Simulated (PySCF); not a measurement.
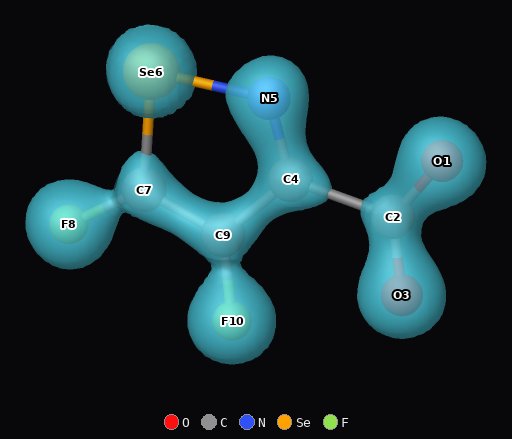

The picture shows: C4F2NO2Se (charge −1). Isosurface of the total electron density at 1.5 e/Å³ (cyan), seen at a tilt.

Geometry: GFN2-xTB.

Theory: PBE0/def2-SVPD, SCF density, gas phase (PySCF).

```xyz
10

O    -2.7958    0.9380   -0.0394
C    -2.0507   -0.0185   -0.1020
O    -2.2176   -1.2189   -0.2333
C    -0.4428    0.3624    0.0141
N    -0.0766    1.5775    0.1574
Se    1.7628    1.7670    0.2643
C     1.8336   -0.0780    0.0768
F     2.9922   -0.7579    0.0618
C     0.5872   -0.6244   -0.0388
F     0.4165   -1.9426   -0.1833
```

**Which contacts does the surface bridge?**

At this value the surface falls into three separate pieces. It bridges the sampled C–O (1.21 Å), C–N (1.28 Å), C–F (1.34 Å) and C–C (1.37 Å) contacts, where the density stays above the isovalue. On the grid the lowest density along these lines, outside the cores, is 2.8 e/Å³ (C–O, 1.21 Å), 2.5 e/Å³ (C–N, 1.28 Å), 1.8 e/Å³ (C–F, 1.34 Å) and 2.2 e/Å³ (C–C, 1.37 Å).
